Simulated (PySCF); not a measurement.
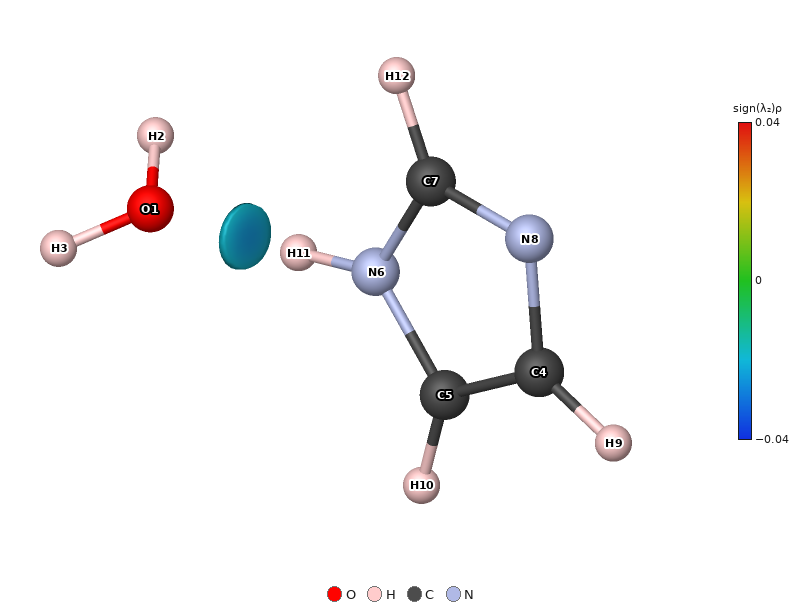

*C₃H₆N₂O, SMILES `O.c1c[nH]cn1`. Non-covalent interaction surfaces between the fragments (reduced density gradient s = 0.5, coloured by sign(λ₂)ρ in a.u.; trimmed to the region between the fragments where ρ is under 0.06 a.u.). Fragment A: H2O (atoms 1–3); fragment B: H4C3N2.*

PySCF calculation, BP86/aug-cc-pVDZ, gas phase; geometry: GFN2-xTB.

Geometry (Å), atoms numbered from 1:

```
O1      -3.1675    0.0264    0.0067
H2      -3.7006   -0.4145    0.6715
H3      -3.7649    0.3674   -0.6623
C4       1.9088    0.5997    0.0152
C5       0.6398    1.1038    0.0151
N6      -0.1910    0.0215   -0.0089
C7       0.6043   -1.0719   -0.0219
N8       1.8699   -0.7580   -0.0080
H9       2.8434    1.1235    0.0302
H10      0.2703    2.1084    0.0301
H11     -1.2010    0.0433   -0.0136
H12      0.2233   -2.0735   -0.0418
```

> Interpret the surfaces between the fragments.

Bond critical points between the fragments: O1···H11, hydrogen bond, 1.97 Å, ρ = 0.023 a.u. It appears blue-green. The pose is a local one from a semi-empirical search, not shown to be the most stable.

> How strongly are they bound?

The counterpoise-corrected interaction energy of the frozen fragments is −4.5 kcal/mol without dispersion correction and −5.4 kcal/mol with D3(BJ). The pair geometry is semi-empirical, not a minimum at this level.
